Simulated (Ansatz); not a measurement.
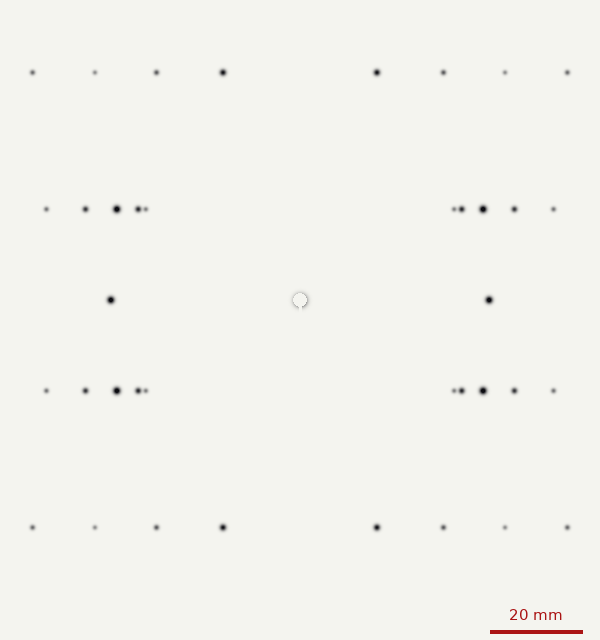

Simulated X-ray rotation photograph: Cu Kα radiation (λ = 1.5418 Å), cylindrical film of radius 57.3 mm unrolled, rotation axis vertical and normal to the beam, kinematic intensities without Lorentz or polarisation factors, the film spanning ±63° about the beam; spots down to d = 1.40 Å.

What lattice repeat along the rotation axis do the layer lines give?

Answer. The first layer line lies 19.9 mm from the equator, so tan ν = 0.348, sin ν = 0.329 and the period is λ/sin ν = 4.69 Å. Further lines follow at 49.9 mm.

The crystal is Ru, space group P6_3/mmc (No. 194), a = 2.710 Å, c = 8.696 Å (hexagonal axes). Structure: the input geometry of an electronic-structure calculation (not necessarily at equilibrium); the starting structure was generated, so it need not be a known form of this composition.

About which axis was it rotated?

Answer. About [210] (or an equivalent direction), whose length in the conventional cell is 4.693 Å.
